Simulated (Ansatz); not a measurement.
# Computed map of one atom of the cell: NiSi2 (fluorite type, space group Fm-3m)

NiSi2 (fluorite type, space group Fm-3m)

```
NiSi2
1.0
    0.00000     2.72203     2.72203
    2.72203     0.00000     2.72203
    2.72203     2.72203     0.00000
Ni Si
1 2
Direct
  0.00000   0.00000   0.00000
  0.25000   0.25000   0.25000
  0.75000   0.75000   0.75000
```

Two-dimensional scan of atom 3 (Si, nearest neighbour Ni at 2.357 Å; its periodic images, 3.8 Å or more away, move with it): u runs along (1.000, 0.000, 0.000), v along (0.000, 0.000, 1.000) (Cartesian). Cell and other atoms are fixed.

Computed with PBE (plane waves to 420 eV, PAW, scalar-relativistic; Ansatz, a program for electronic structure). k mesh 12×12×12 (Γ-centred), Fermi-Dirac smearing 0.05 eV. E stands for the smeared free energy. Points where atoms come too close for the PAW data are left out (x in tables, blank in figures). With partly filled bands, energies and forces of such displacements shift with the k mesh and the smearing. NiSi2 is run without spin polarisation. NiSi2 was relaxed with its symmetry unable to fall. The PAW data are Ansatz's earlier set. The zero of ΔE is the undisplaced structure. Axes are in Å.

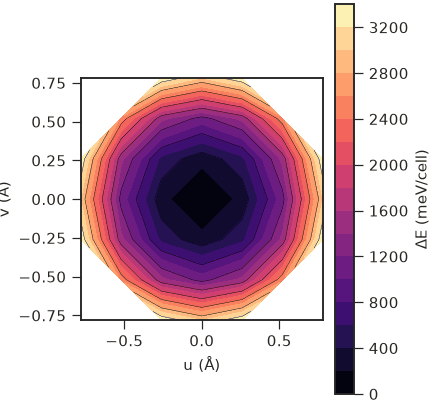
ΔE (meV/cell) over the 7×7 grid of computed points.

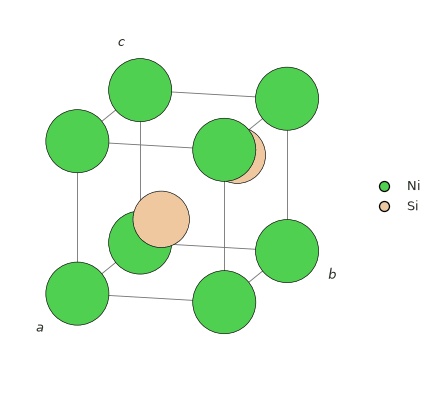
The cell of the calculation at u = 0.780 Å, v = 0.260 Å.

Principal force constants in the plane (five-point differences of the forces): 7.4 eV/Å², isotropic. Centre of the map: a minimum. Lowest place on the grid: u = 0.000 Å, v = 0.000 Å (0 meV/cell).

(For displaced atoms, the force is minus the slope of the energy, and its curvature is a force constant, which sets phonon frequencies.)
